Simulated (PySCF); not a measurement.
## Electronic structure of C4H9OSi (SMILES [SiH3][C]1CCOC1) (doublet) in real space

```xyz
15

Si    2.2364    0.0183    0.1003
C     0.3957   -0.0775    0.0389
C    -0.5905    0.9236    0.5321
C    -1.9114    0.4050   -0.0537
O    -1.7446   -0.9898   -0.2080
C    -0.3825   -1.2219   -0.5055
H     2.6016    1.4036    0.3987
H     2.7929   -0.3982   -1.1925
H     2.7962   -0.8657    1.1347
H    -0.6255    0.9219    1.6281
H    -0.3601    1.9420    0.2162
H    -2.7756    0.5651    0.5918
H    -2.1015    0.8715   -1.0328
H    -0.2364   -1.3023   -1.5994
H    -0.0991   -2.1876   -0.0707
```

Geometry: GFN2-xTB.

All numbers below come from PySCF, UKS B3LYP, pcH-1 on C H O Si, non-relativistic, mean-field spin-orbit, GIAO.

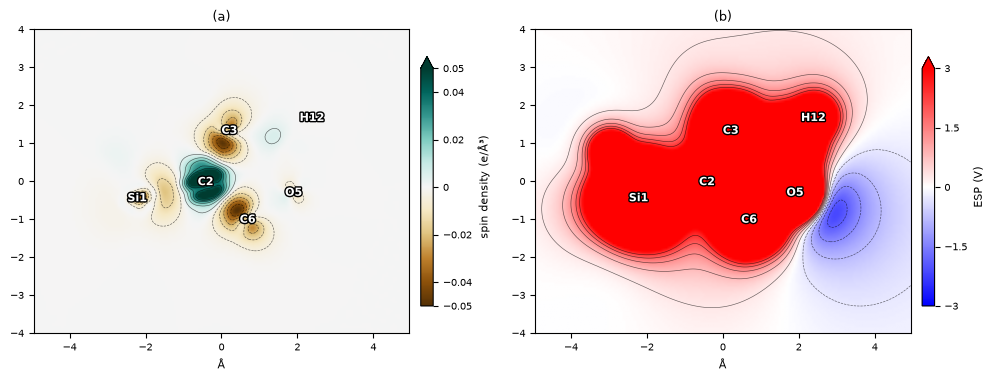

Figure 1. (a) spin density; (b) electrostatic potential on the plane of atoms Si1, C2 and C6.

**Read the bonding off the picture.**

The section cuts through Si, C, O and H sites.
The unpaired spin (1 electron) lies mostly on C2 (about 0.6) and Si1 (about 0.1), in electrons by Hirshfeld's partition.
Outside the dense part of the molecule the potential is most negative (−2.2 V) near O5.

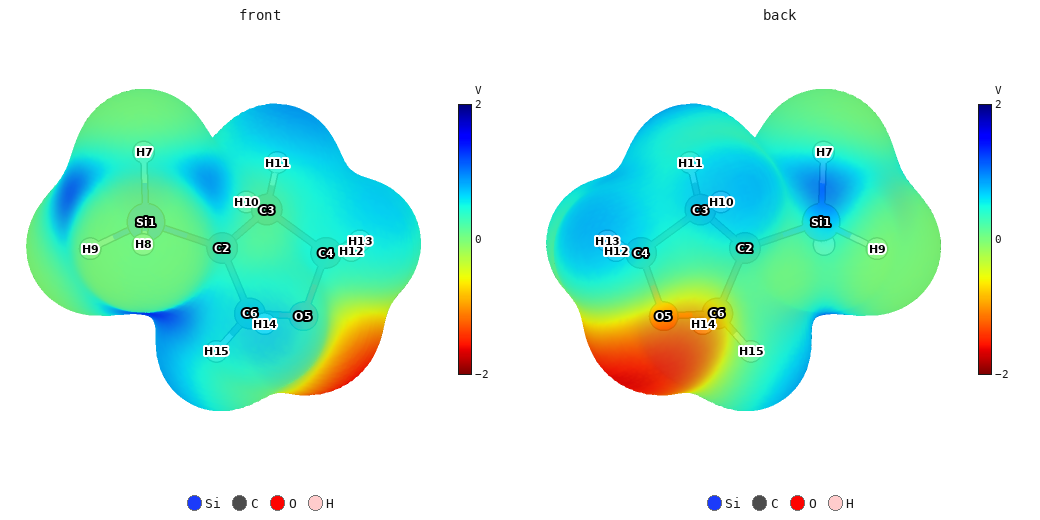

Figure 2. The molecular electrostatic potential painted on the density surface at 0.002 e/bohr³, seen from the front and from behind; the colour scale runs from red (negative) to blue (positive).

**Where is the surface potential most negative and most positive?**

The most negative region (about −1.6 V, or −37 kcal/mol for a unit charge) lies over O5, the most positive (about +1.2 V, or +28 kcal/mol for a unit charge) over Si1. O5 is the likeliest acceptor of a hydrogen bond.
